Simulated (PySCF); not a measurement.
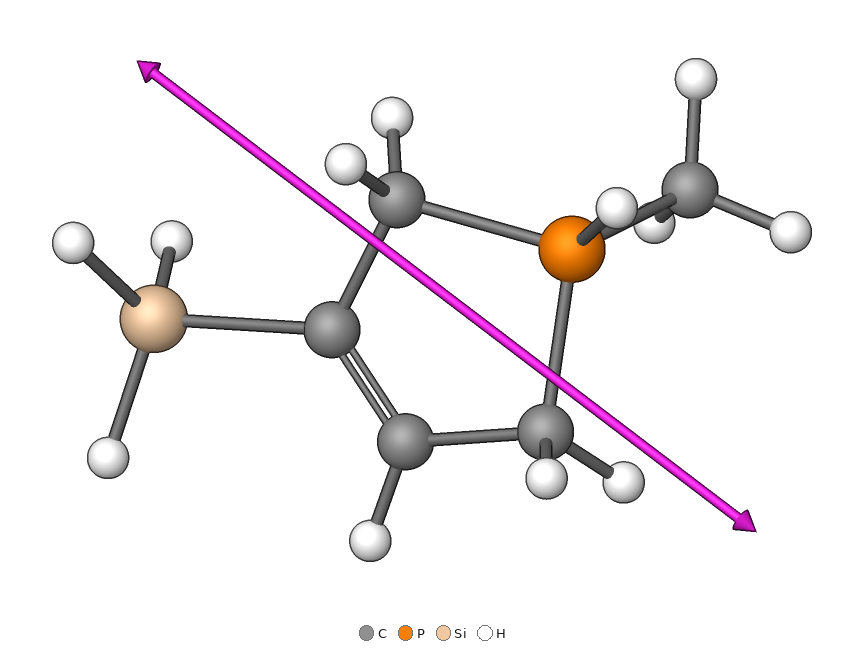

The double arrow shows the direction of the transition dipole to excited singlet state 5 (its length means nothing). Charge +1, singlet. The computed structure is the end point of a GFN2-xTB optimisation. No frequency run is at hand to confirm it as a minimum. Properties computed with TDDFT B3LYP/def2-SVPD, vertical, gas phase, core orbitals frozen in the response (PySCF 2.14.0).

Give its energy, strength and character.

6.94 eV (179 nm), oscillator strength 0.21, of mixed character, with the largest part HOMO → LUMO (weight 0.32); transition dipole 2.85 D.

The geometry is semi-empirical. Around P, Si such bond lengths and angles can be off by a tenth of an ångström or more and by several degrees, and values that hang on the shape move with them.
